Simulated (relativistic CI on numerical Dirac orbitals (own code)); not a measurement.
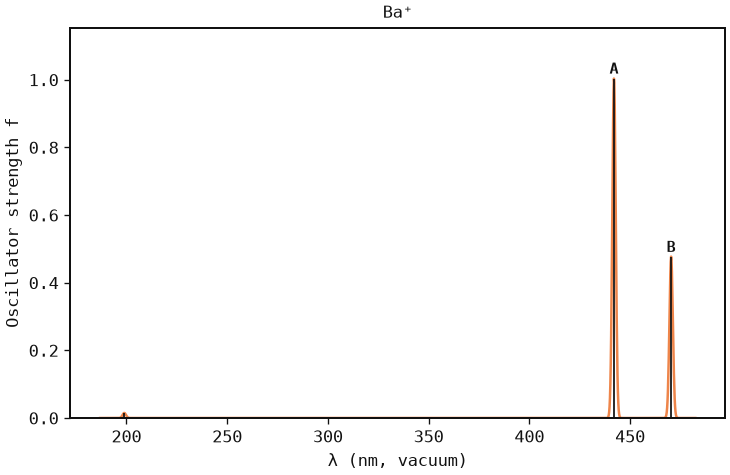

The plot shows absorption lines from the lowest level (oscillator strengths f) for Ba II (Ba⁺). Method of calculation: relativistic configuration interaction, KLI exchange-only orbitals, Breit term, model QED, valence Slater integrals scaled by 0.85, configurations tied to the tabulated ionisation limit (radial Dirac CI code). The envelope is a Gaussian of full width 2 nm, scaled to the tallest stick.

### Assign the lettered lines.

A: 6p ²P°₃/₂ ← 6s ²S₁/₂, 442.0 nm, f = 1.0; B: 6p ²P°₁/₂ ← 6s ²S₁/₂, 470.4 nm, f = 0.48. The strongest, A, lies in the visible region.

Limits of the model: configurations built on the next ion are tied to the tabulated ionisation energy, low ones can still be off by several thousand cm⁻¹ and the others by 10000 or more; rates and lifetimes follow the computed energies and can be off by orders of magnitude; one shift a configuration: terms inside it, and wavelengths, can be off by thousands of cm⁻¹; only a limited list of configurations is included, so lower levels can be missing.
